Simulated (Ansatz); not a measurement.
# SiC (triplet): inputs that go wrong

3 inputs are run for SiC (triplet) as typed; the log has to tell whether the result can be used and what must change.

Method: the settings change from run to run; program: Ansatz 0.2.0, Gaussian basis.

20 further runs of the same task are left out: 9 that didn't finish, 11 set aside as unsound or not needed.

### 1 The system

The geometry is a PBE0/def2-TZVP stationary point (not a proven minimum).

2 atoms, charge 0, spin multiplicity 3.

Atoms are counted from 1 here; the program's logs count them from 0.

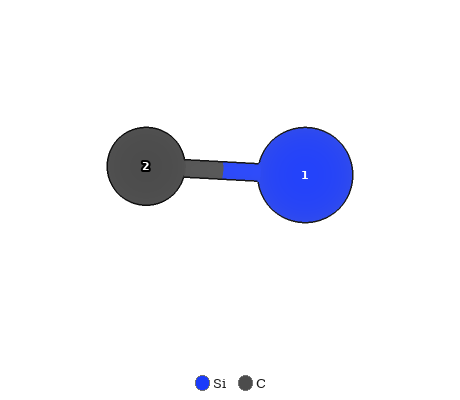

The structure; silicon blue, carbon dark grey; atoms are numbered from 1 in the order of the file.

### 2 Attempt 1

Contents of in.yaml:

```yaml
crystal:
  periodic: [false, false, false]
  atoms:
    - {symbol: Si, position_ang: [0.000000, 0.000000, 0.000000]}
    - {symbol: C, position_ang: [0.000000, 0.000000, 1.709998]}
basis:
  gaussian: {orbitals: def2-mTZVP}
magnetization: {spin_polarized: false, initial_magnetization: 2}
correlation: {method: fic_mrcisd_q, electrons: valence, active_space: {window: {electrons: 4, orbitals: 4}, states: [{multiplicity: 3, irrep: T2g, weights: [1]}]}}
```

Run with:

```
ansatz run in.yaml --threads 1 --pin off --events-out ev --progress --plain --max-ram 2393MiB
```

The log of the run:

```text
Functional definition: HF
  name "HF"
  cite "Fock, Z. Phys. 61, 126 (1930) doi:10.1007/BF01340294"
  parent pbe
  exchange = exact_x
  correlation = 0
625 factors; integrals over basis functions are off by at most 2.1e-7 eV
mean field evaluation 1: about -8885.6778 eV, gradient 1.5e1 eV
mean field evaluation 2: about -8885.6799 eV, gradient 1.5e1 eV
mean field evaluation 4: about -8887.1314 eV, gradient 2.7e0 eV
mean field evaluation 8: about -8887.5086 eV, gradient 2.4e-1 eV
mean field evaluation 16: about -8884.6346 eV, gradient 1.9e1 eV
mean field evaluation 32: about -8883.7586 eV, gradient 1.1e-6 eV
mean field evaluation 64: about -8887.5063 eV, gradient 2.0e-1 eV
mean field evaluation 96: about -8887.5102 eV, gradient 8.6e-6 eV
mean field -8887.51019383 eV, -326.6099754524 hartree, gradient 8.6e-6 eV, S^2 2.000000; 11 other end points of the search recorded, 0 dependent functions left out
reference -8887.51019383 eV, -326.6099754524 hartree; 11, 9 occupied and 30, 32 virtual orbitals, 625 factors
Error: the irrep T2g is not accepted for these orbitals, which take A1, B1, B2, A2, or 1 to 4
```

Wall time 1.4 s (1 thread of Intel Xeon Platinum 8259CL at 2.50GHz, shared host).

**Diagnosis.** The run stopped with an error. The symmetry label isn't in the molecule's group. To mend it, name an irrep that the log lists.

### 3 Attempt 2

Contents of in.yaml:

```yaml
crystal:
  periodic: [false, false, false]
  atoms:
    - {symbol: Si, position_ang: [0.000000, 0.000000, 0.000000]}
    - {symbol: C, position_ang: [0.000000, 0.000000, 1.709998]}
basis:
  gaussian: {orbitals: 6-31G}
magnetization: {spin_polarized: false, initial_magnetization: 2}
correlation: {active_space: {window: {electrons: 4, orbitals: 4}, states: [{multiplicity: 3, weights: [1, 1, 1, 1, 1, 1, 1, 1, 1, 1, 1, 1, 1, 1, 1, 1, 1, 1, 1, 1, 1, 1, 1, 1, 1, 1, 1, 1, 1, 1]}]}}
accuracy: high
```

Same command.

The log of the run:

```text
Functional definition: HF
  name "HF"
  cite "Fock, Z. Phys. 61, 126 (1930) doi:10.1007/BF01340294"
  parent pbe
  exchange = exact_x
  correlation = 0
466 factors; integrals over basis functions are off by at most 3.1e-9 eV
mean field evaluation 1: about -8884.4351 eV, gradient 1.0e1 eV
mean field evaluation 2: about -8884.4955 eV, gradient 1.0e1 eV
mean field evaluation 4: about -8885.4324 eV, gradient 2.4e0 eV
mean field evaluation 8: about -8885.7790 eV, gradient 6.7e-1 eV
mean field evaluation 16: about -8885.7953 eV, gradient 3.0e-8 eV
mean field evaluation 32: about -8885.7953 eV, gradient 1.5e-2 eV
mean field evaluation 64: about -8885.2482 eV, gradient 2.2e-8 eV
mean field evaluation 96: about -8885.2315 eV, gradient 4.0e0 eV
mean field evaluation 128: about -8879.3754 eV, gradient 1.8e1 eV
mean field -8885.79529734 eV, -326.5469541689 hartree, gradient 9.2e-8 eV, S^2 2.000000; 12 other end points of the search recorded, 0 dependent functions left out
reference -8885.79529734 eV, -326.5469541689 hartree; 11, 9 occupied and 11, 13 virtual orbitals, 466 factors
Error: 30 states are sought, and the space of determinants holds 15 states of this symmetry and spin
```

It took 0.75 s on 1 thread of Intel Xeon Platinum 8259CL at 2.50GHz, shared host.

Diagnosis: The run stopped with an error. The list of states asked for (weights, spin or count) can't be met. Cure: mend what the message names.

### 4 Attempt 3

Contents of in.yaml:

```yaml
crystal:
  periodic: [false, false, false]
  atoms:
    - {symbol: Si, position_ang: [0.000000, 0.000000, 0.000000]}
    - {symbol: C, position_ang: [0.000000, 0.000000, 1.709998]}
basis:
  gaussian: {orbitals: 6-31G}
magnetization: {spin_polarized: false, initial_magnetization: 2}
correlation: {method: fic_mrcisd_q, electrons: outside_noble_gas, active_space: {window: {electrons: 4, orbitals: 4}, places: [1, 2]}}
scf: {lower_state_search: off}
```

The command is unchanged.

The log of the run:

```text
Error: invalid value for `correlation.active_space`: name one of window, places and ras
```

It took 0.03 s on 1 thread of Intel Xeon Platinum 8259CL at 2.50GHz, shared host.

Diagnosis: The run was refused. The active space is defined twice. Fix: keep one definition.

### 5 How the runs ended

```
attempt                     level                ended                                                               cause    time
      1  MRCISD+Q(4,4)/def2-mTZVP  stopped by an error                    the symmetry label isn't in the molecule's group   1.4 s
      2         CASSCF(4,4)/6-31G  stopped by an error  the list of states asked for (weights, spin or count) can't be met  0.75 s
      3       MRCISD+Q(4,4)/6-31G              refused                                   the active space is defined twice  0.03 s
```

2 stopped by an error, 1 refused.
